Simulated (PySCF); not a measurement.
**C4H7OPSi (SMILES P[SiH2]c1ccco1): density, localisation and related maps**

Input file:

```
{"job": {"kind": "nmr", "xc": "PBE0", "basis": "pcSseg-1", "pop": false}, "charge": 0, "multiplicity": 1}
P      3.023700    -0.565500     0.565900
Si     1.571000     0.244900    -0.975200
C     -0.199600    -0.018900    -0.401300
C     -1.248800    -0.712800    -0.877600
C     -2.232300    -0.696500     0.186300
C     -1.663100    -0.044100     1.203200
O     -0.424900     0.447400     0.912900
H      2.622800    -1.869200     0.612500
H      2.337300    -0.189400     1.718900
H      1.680000    -0.383500    -2.266000
H      2.140200     1.591600    -0.836700
H     -1.404900    -1.175500    -1.829800
H     -3.193300    -1.092200     0.106600
H     -2.054800     0.021500     2.199700
```

Run with:

```sh
OMP_NUM_THREADS=1 python probes_run.py task.json out
```

Geometry: GFN2-xTB, MD frame at 250 fs, 200 K.

All numbers below come from PBE0/pcSseg-1, SCF density, gas phase, non-relativistic in PySCF.

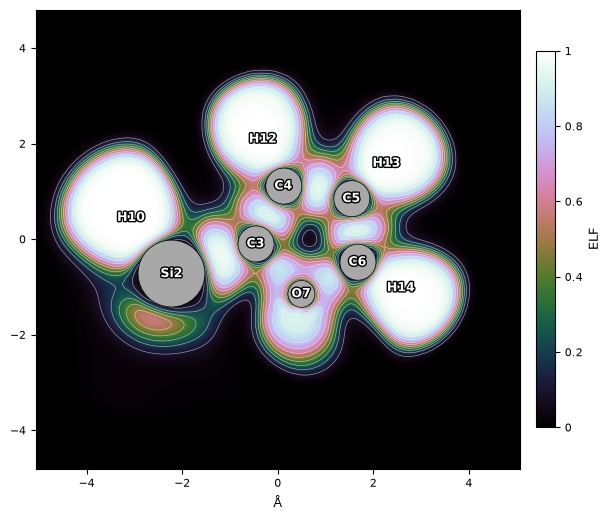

Figure 1. ELF on the plane of atoms C6, C5 and H13. Grey discs cover the atomic cores.

What do the fields say about this system?

Answer.
- The section cuts through Si, C, O and H sites.
- C–C (1.34 Å): the ELF peaks at about 0.95 between the atoms (a short, multiple covalent bond).
- C–O (1.36 Å): the ELF peaks at about 0.90 between the atoms; a shared but strongly polarised pair.
- C–Si (1.88 Å): the ELF peaks at about 0.95 between the atoms: localised, covalent bonding.
- C–H (1.04 Å): the ELF climbs to about 1 towards the hydrogen, as it does in any bond to H; a covalent bond by its length.
- C–O (1.41 Å): the ELF peaks at about 0.90 between the atoms, as expected for a shared but strongly polarised pair.
- The ELF also peaks beside O7, away from the bonds: lone-pair regions.

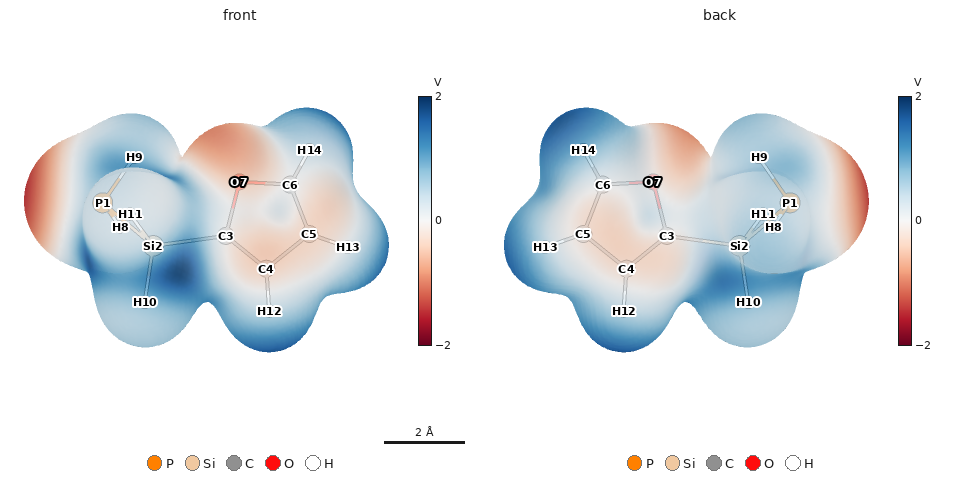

Figure 2. The molecular electrostatic potential painted on the density surface at 0.004 e/bohr³, seen from the front and from behind; red is negative and blue positive.

Describe the electrostatic potential map.

Answer. The most negative region (about −1.4 V, or −32 kcal/mol for a unit charge) lies over P1, the most positive (about +1.7 V, or +39 kcal/mol for a unit charge) over Si2, H12 and H14.
